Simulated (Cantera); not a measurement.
A closed system holds: 1 mol PbO, 4.6 mol CH₄, 13 mol H₂, at 9.30 bar.

Method: chemical equilibrium by Gibbs-energy minimisation in Cantera with the NASA 1993 tables (ideal gas, pure condensed phases). Candidate condensed phases: C, C₆H₆, C₇H₈, C₈H₁₈, H₂O, Pb, PbO, PbO₂, Pb₃O₄; 113 gas species. Rates play no part.

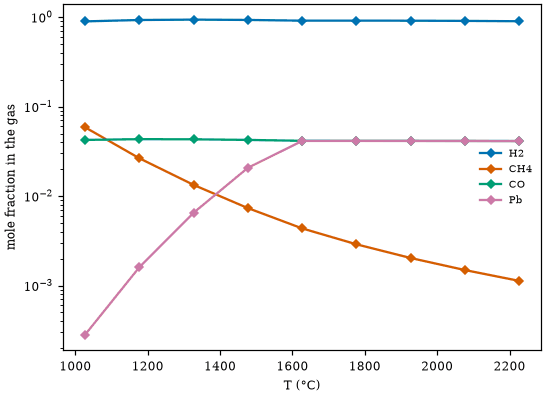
Figure. Equilibrium gas composition (values under 1e-9 drawn at 1e-9)

### Question
Read off the mole fractions at 1927 °C.

### Answer
H₂ about 0.91, CO about 0.041, Pb about 0.041, CH₄ about 0.0020.
